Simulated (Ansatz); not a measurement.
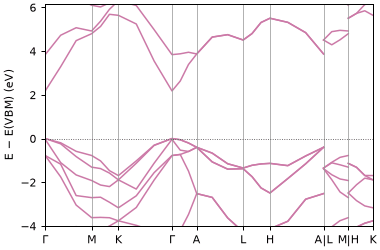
Figure: Band structure from DFT-HSE06 in the program Ansatz with PAW potentials

Task: Read off the gap and where the band edges lie.

Result: About 2.2 eV (2.18 eV among the points solved); maximum at Γ, minimum at Γ.

Task: Pick the material that matches.
(A) CdS, wurtzite
(B) ZnO, wurtzite
(C) GaAs, wurtzite
(D) GaN, wurtzite

Result: A, CdS, wurtzite

Space group P6_3mc (wurtzite). Symmetry was held in the HSE06 relaxation. The hybrid was solved on a coarse mesh, the path and, where they were found, the r²SCAN edge points; its band edges are the extreme levels among these. Scalar-relativistic: spin–orbit coupling is off unless named, which matters more the heavier the elements.

Potentials: the earlier of the program's two PAW sets.
